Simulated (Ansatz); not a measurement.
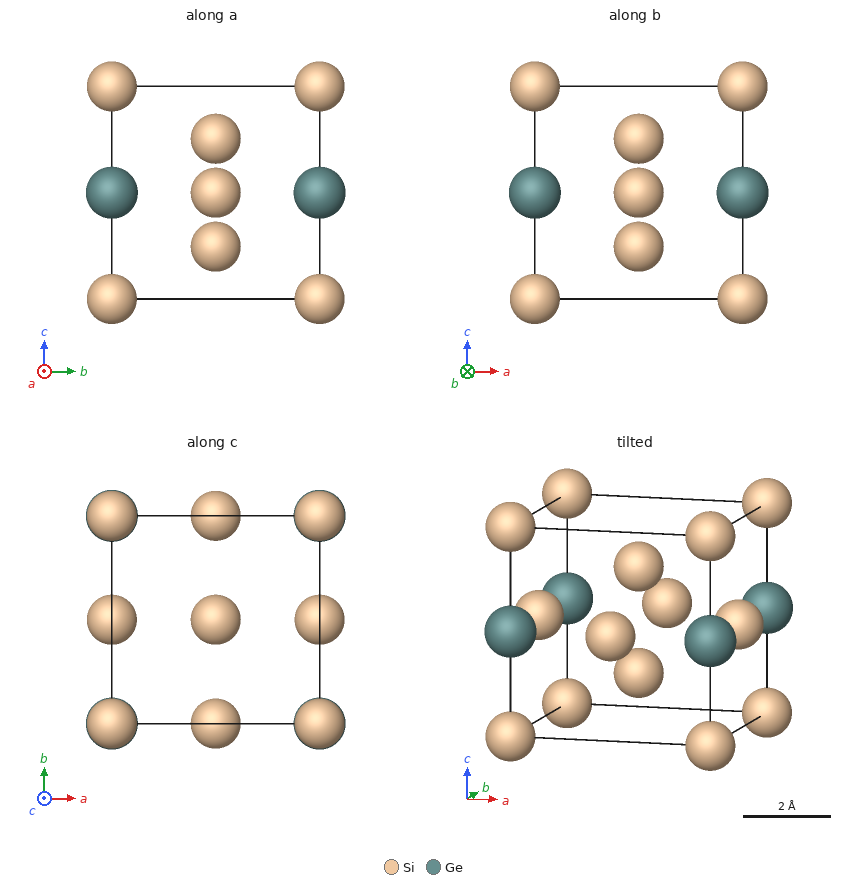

We look at a spheres-only model of the crystal along the a axis, along the b axis, along the c axis and slightly off an axis. The wireframe shows the conventional unit cell.

Lattice parameters: a = 4.8197 Å, b = 4.8197 Å, c = 4.9315 Å, α = 90.000°, β = 90.000°, γ = 90.000°.

> Write the structure as a CIF with its space group and independent sites, with free fractional coordinates to two decimals.

```cif
data_structure
_symmetry_space_group_name_H-M 'P 4/m m m'
_symmetry_Int_Tables_number 123
_cell_length_a 4.8197
_cell_length_b 4.8197
_cell_length_c 4.9315
_cell_angle_alpha 90.000
_cell_angle_beta 90.000
_cell_angle_gamma 90.000
_cell_volume 114.56
loop_
_atom_site_label
_atom_site_type_symbol
_atom_site_symmetry_multiplicity
_atom_site_Wyckoff_symbol
_atom_site_fract_x
_atom_site_fract_y
_atom_site_fract_z
_atom_site_occupancy
Si1 Si 1 a 0.00 0.00 0.00 1
Si2 Si 2 h 0.50 0.50 0.75 1
Si3 Si 2 e 0.50 0.00 0.50 1
Ge1 Ge 1 b 0.00 0.00 0.50 1
```

The model was built from a random cell made by a generator, so it need not be a real form of the compound. Cell shown after relaxation with DFT PBE, scalar-relativistic, plane waves, PAW (Ansatz).
